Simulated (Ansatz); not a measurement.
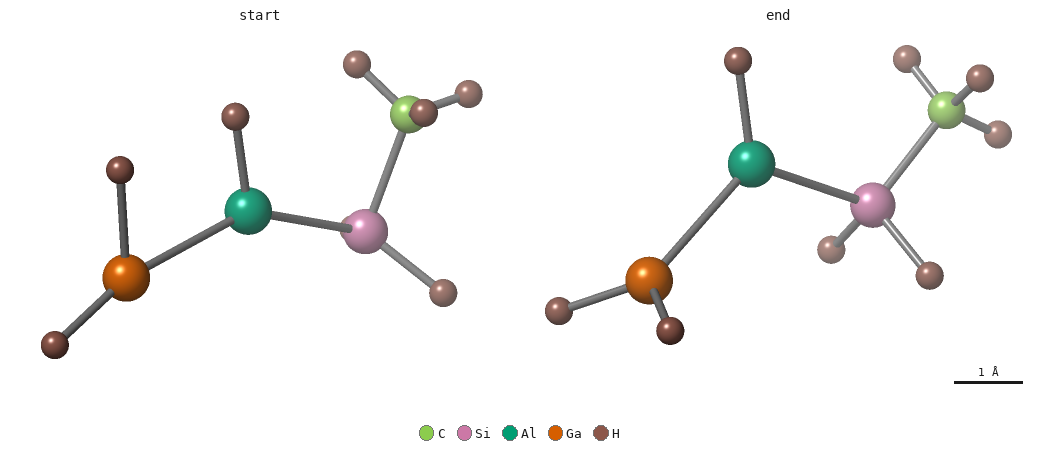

The structure of CH8AlGaSi before (left) and after (right) a relaxation, at one scale.

A ball-and-stick model, seen from a free direction.

The start comes from GFN2-xTB.

All numbers below come from Ansatz 0.2.0, RKS PBE0-D4/def2-TZVP. Set-up: force threshold 0.005 eV/Å; at most 150 steps.

Question: Describe what moved and what it gained.

Answer: The atom that moves furthest after the best rigid fit is an H atom (2.55 Å). Largest moves by element: H 2.55 Å, Al 0.89 Å, Si 0.74 Å, C 0.55 Å, Ga 0.08 Å. Near-neighbour distances that change, for instance: Ga–H 1.744 → 1.581 Å, Ga–H 1.670 → 1.581 Å, C–Si 1.926 → 1.883 Å, Al–Si 2.439 → 2.464 Å. Among the angles between lasting bonds that change: Al–Ga–H 166.4° → 122.9°, Al–Ga–H 83.9° → 122.8°, Ga–Al–H 90.8° → 119.6°. The energy falls by 1.265 eV in 49 accepted moves (57 points after the start). The largest force component goes from 1.4 to 0.0029 eV/Å. The line search rejected the trial steps at points 16, 18, 24, 32, 43, 54, 55, 56 of the run. The forces were under the threshold at step 45, but the run went on from there.
